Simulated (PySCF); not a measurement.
# C3H5FO (SMILES O=CCCF): levels of theory compared

Wanted: a comparison of 3 runs (CAM-B3LYP/STO-3G, CAM-B3LYP/def2-SVP, CAM-B3LYP/def2-TZVP) of C3H5FO. Input form: a Python script.

The calculation is run with PySCF 2.14.0.

## (1) The molecule

C3H5FO has 10 atoms, charge 0, and is taken as a singlet. As SMILES, `O=CCCF`. Geometry: relaxed at GFN2-xTB. This is one conformer, not always the lowest.

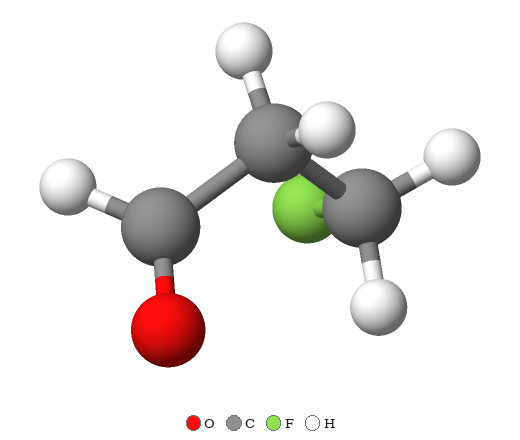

Viewed from a chosen angle; oxygen red, carbon grey, fluorine green, hydrogen white.

## (2) A single-point energy at CAM-B3LYP/STO-3G (run 1)

Input file input.py:

```python
from pyscf import gto, dft

molecule = gto.M(
    atom=[
    ('O', (-1.585460, -0.499440, 1.341060)),
    ('C', (-0.501360, 0.006030, 1.302900)),
    ('C', (0.528330, -0.288730, 0.235390)),
    ('C', (-0.004220, 0.128610, -1.135080)),
    ('F', (-0.032300, 1.496240, -1.230700)),
    ('H', (-0.187020, 0.747810, 2.059170)),
    ('H', (1.464890, 0.228760, 0.440090)),
    ('H', (0.700110, -1.366090, 0.209710)),
    ('H', (-1.029170, -0.225840, -1.282350)),
    ('H', (0.646210, -0.227370, -1.940190)),
],
    basis='sto-3g',
    spin=0,
    max_memory=1860,
    verbose=3,
)

mf = dft.RKS(molecule, xc='cam-b3lyp')
mf.conv_tol = 1e-10
mf.grids.level = 4
mf.kernel()
if not mf.converged:
    mf = mf.newton().run(mf.mo_coeff, mf.mo_occ)

energy = mf.e_tot
print(f'total energy: {energy:.8f} hartree')
```

Launch:

```
$ OMP_NUM_THREADS=1 python input.py
```

Standard output:

```text
converged SCF energy = -288.283055060824
total energy: -288.28305506 hartree
```

Run time: 9.6 s. Hardware: 1 thread of Intel Xeon Platinum 8259CL at 2.50GHz (Skylake/Cascade Lake), shared host; peak memory 0.25 GiB.

## (3) A single-point energy at CAM-B3LYP/def2-SVP (run 2)

Input file input.xyz:

```xyz
10
C3H5FO
O     -1.585460    -0.499440     1.341060
C     -0.501360     0.006030     1.302900
C      0.528330    -0.288730     0.235390
C     -0.004220     0.128610    -1.135080
F     -0.032300     1.496240    -1.230700
H     -0.187020     0.747810     2.059170
H      1.464890     0.228760     0.440090
H      0.700110    -1.366090     0.209710
H     -1.029170    -0.225840    -1.282350
H      0.646210    -0.227370    -1.940190
```

Input file job.py:

```python
from pyscf import gto, dft

mol = gto.M(
    atom='input.xyz',
    basis='def2-svp',
    max_memory=1860,
    charge=0,
    verbose=4,
    spin=0,
)

myscf = dft.RKS(mol, xc='cam-b3lyp')
myscf.conv_tol = 1e-10
myscf.grids.level = 4
myscf.kernel()
if not myscf.converged:
    myscf = myscf.newton().run(myscf.mo_coeff, myscf.mo_occ)

e_tot = myscf.e_tot
print('E = %.10f Eh' % e_tot)
```

Launch:

```
$ OMP_NUM_THREADS=1 python job.py
```

Standard output:

```text
PySCF version 2.14.0

[... 82 lines left out ...]
converged SCF energy = -292.032843641135
E = -292.0328436411 Eh
```

It took 38 s on 1 thread of Intel Xeon Platinum 8259CL at 2.50GHz (Skylake/Cascade Lake), shared host; peak memory 0.48 GiB.

## (4) A single-point energy at CAM-B3LYP/def2-TZVP (run 3)

Input file run.py:

```python
from pyscf import gto, dft

molecule = gto.M(
    atom='''
O     -2.996085    -0.943805     2.534236
C     -0.947433     0.011395     2.462124
C      0.998399    -0.545621     0.444823
C     -0.007975     0.243038    -2.144990
F     -0.061038     2.827484    -2.325686
H     -0.353417     1.413156     3.891267
H      2.768241     0.432294     0.831650
H      1.323016    -2.581536     0.396294
H     -1.944849    -0.426776    -2.423290
H      1.221160    -0.429667    -3.666428
''',
    spin=0,
    basis='def2-tzvp',
    max_memory=1860,
    unit='bohr',
    verbose=4,
)

calc0 = dft.RKS(molecule, xc='cam-b3lyp')
calc0.grids.level = 4
calc0.conv_tol = 1e-10
calc0.kernel()
if not calc0.converged:
    calc0 = calc0.newton().run(calc0.mo_coeff, calc0.mo_occ)

energy = calc0.e_tot
print('E(%s) = %.9f' % ('CAM-B3LYP', energy))
```

Launch:

```
$ OMP_NUM_THREADS=1 python run.py
```

Standard output:

```text
PySCF version 2.14.0

[... 82 lines left out ...]
converged SCF energy = -292.383255327665
E(CAM-B3LYP) = -292.383255328
```

It took 2.7 min on 1 thread of Intel Xeon Platinum 8259CL at 2.50GHz (Skylake/Cascade Lake), shared host; peak memory 1.7 GiB.

## (5) Overview of the runs

```csv
run,level,energy (Eh),dipole moment (D),HOMO energy (eV),LUMO energy (eV),wall time
1,CAM-B3LYP/STO-3G,-288.283055,1.52,-5.97,3.88,9.6 s
2,CAM-B3LYP/def2-SVP,-292.032844,2.50,-8.95,0.45,38 s
3,CAM-B3LYP/def2-TZVP,-292.383255,2.70,-9.16,0.12,2.7 min
```

## (6) Results

```
            quantity          value
 run 3: total energy  -292.38326 Eh
run 3: dipole moment         2.70 D
  run 3: HOMO energy       -9.16 eV
  run 3: LUMO energy        0.12 eV
run 3: HOMO–LUMO gap        9.28 eV
```

In words: The dipole moment (its size) runs from 1.52 D (CAM-B3LYP/STO-3G) to 2.70 D (CAM-B3LYP/def2-TZVP). The HOMO–LUMO gap runs from 9.28 eV (CAM-B3LYP/def2-TZVP) to 9.85 eV (CAM-B3LYP/STO-3G). In run 1 the basis is minimal, so the values are rough. All runs together took 3.5 min, the longest 2.7 min.
